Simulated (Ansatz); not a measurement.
# F2H3O2Si2: the cost of one run

Computed with Ansatz 0.2.0, Gaussian basis. Level: functionals in def2-TZVPP, the program's frozen cores in correlated methods.

The runs, in order: PBE-D4, r2SCAN-D4, PBE0-D4, B3LYP-D4, ωB97X-V, ωB97M-V, B2PLYP; CCSD(T)/def2-TZVPP; MP2/def2-QZVPP; extrapolation to the limit.

## Step 1: The relaxed structure

The geometry comes from an earlier relaxation with PBE0-D4 in a triple-zeta def2 set; it is a stationary point, not always the lowest conformer.

9 atoms, charge 0, spin multiplicity 2.

Atoms are counted from 1 here; the program's logs count them from 0.

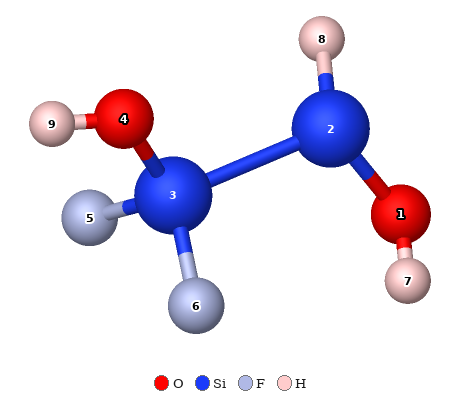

The geometry (oxygen red, silicon blue, fluorine light blue, hydrogen pink); atoms are numbered from 1 in the order of the file.

## Step 2: PBE-D4 (GGA)

The input, in.yaml:

```yaml
crystal:
  periodic: [false, false, false]
  atoms:
    - {symbol: O, position_ang: [0.287080, 0.153879, 2.494231]}
    - {symbol: Si, position_ang: [1.062135, 0.066064, 1.038023]}
    - {symbol: Si, position_ang: [-0.435077, -0.019134, -0.746214]}
    - {symbol: O, position_ang: [0.372362, 0.303401, -2.114904]}
    - {symbol: F, position_ang: [-1.266743, -1.364625, -0.946085]}
    - {symbol: F, position_ang: [-1.550855, 1.085512, -0.462103]}
    - {symbol: H, position_ang: [-0.414177, 0.803508, 2.577476]}
    - {symbol: H, position_ang: [1.963995, -1.111789, 1.122448]}
    - {symbol: H, position_ang: [-0.018730, 0.083183, -2.962873]}
basis:
  gaussian: {orbitals: def2-TZVPP}
magnetization: {spin_polarized: true, initial_magnetization: 1}
hamiltonian: {xc: pbe, dispersion: d4}
output: {forces: true, orbitals: {seedname: orbitals}}
```

On the command line:

```bash
ansatz run in.yaml --threads 2 --pin off --events-out ev --progress --plain --max-ram 32768MiB --backend cpu
```

Q: Estimate wall time and peak memory on 2 threads of AMD EPYC 7R13, shared host.

About 6.5 s, with a peak of 0.41 GiB.
